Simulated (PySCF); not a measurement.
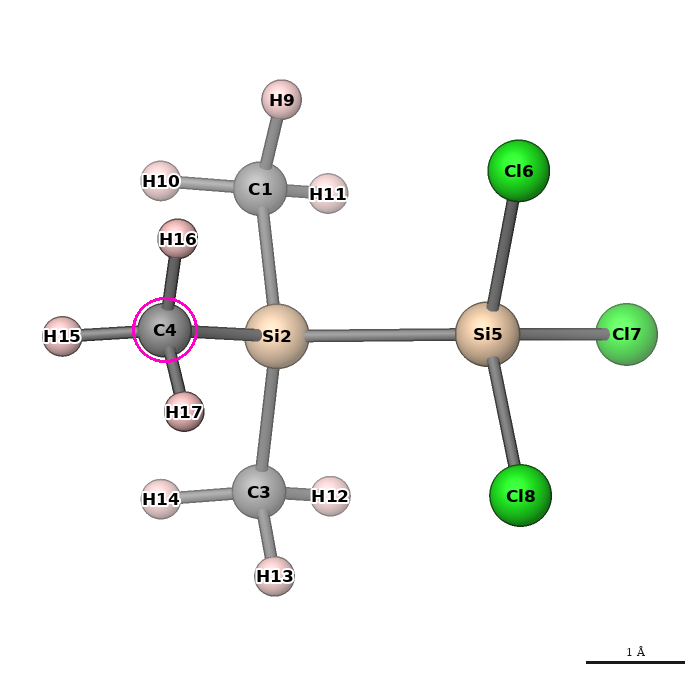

Orthographic view. Distant atoms are faded towards the background colour. The geometry was computed by an optimisation with PBE0-D3(BJ)/def2-SVP. No frequency run is at hand to confirm it as a minimum.

**Name the neighbours of the circled atom.**

The circled atom is C4; it is bonded to Si2, H15, H16, H17.

**Of Si2 and C4, which is nearer the viewer?**

C4; the bond to Si2 points away from the viewer, so it looks shorter than its 1.88 Å.

**What is the shortest path along bonds from the circled atom to Cl6?**

C4–Si2–Si5–Cl6, 3 bonds; through space the two are 4.03 Å apart.
